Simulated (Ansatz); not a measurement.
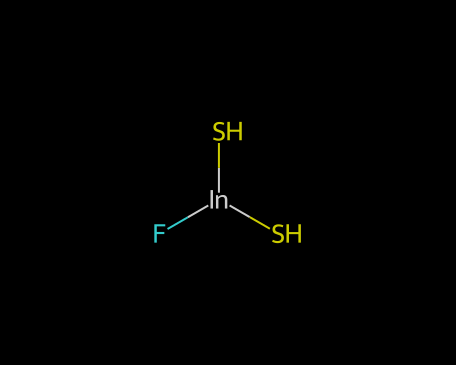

Figure made from data computed with Ansatz.

2D structure.

Give its SMILES.

Answer. [F][In]([SH])[SH]

What is the molecular formula?

Answer. FH2InS2.

An optimisation with PBE0-D4/def2-TZVP gave a structure of which point group?

Answer. C2v.
